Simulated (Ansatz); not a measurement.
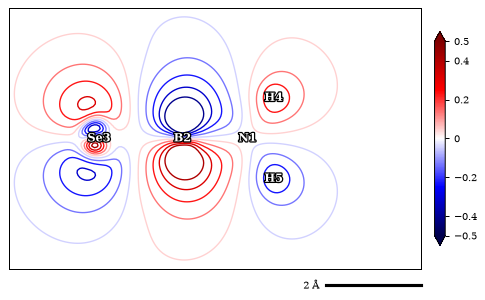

Figure. BH2NSe. The LUMO on the molecular plane (values in Å⁻³ᐟ²; the overall sign is arbitrary).

Computed with Ansatz 0.2.0, RKS PBE0/def2-SVP.

The calculation's input:

```
crystal:
  periodic: [false, false, false]
  atoms:
    - { symbol: "N", position_ang: [-0.4075, 0.41697, -0.32607] }
    - { symbol: B, position_ang: [0.42308, -0.43547, 0.33961] }
    - { symbol: Se, position_ang: [1.47708, -1.50952, 1.18098] }
    - { symbol: H, position_ang: [-0.69658, 1.30897, 0.03876] }
    - { symbol: H, position_ang: [-0.79609, 0.21905, -1.23327] }
basis:
  gaussian: { orbitals: def2-SVP }
hamiltonian:
  xc: pbe0
relax:
  f_tol: 0.02
  max_steps: 50
output:
  orbitals: {}
```

Command:

```sh
ansatz run input.yaml --threads 1 --pin off --max-ram 2048MiB --backend cpu --events-out ev --progress --plain --runs-dir out
```

The fields are those of the relaxed geometry.

Q: What is the character of this orbital?

A: Its weight (Hirshfeld) is mainly on B2 (about 45 %), Se3 (about 35 %) and N1 (about 10 %); it is symmetric in the molecular plane (an in-plane orbital: σ, lone-pair or in-plane π type). Its energy is −0.60 eV.
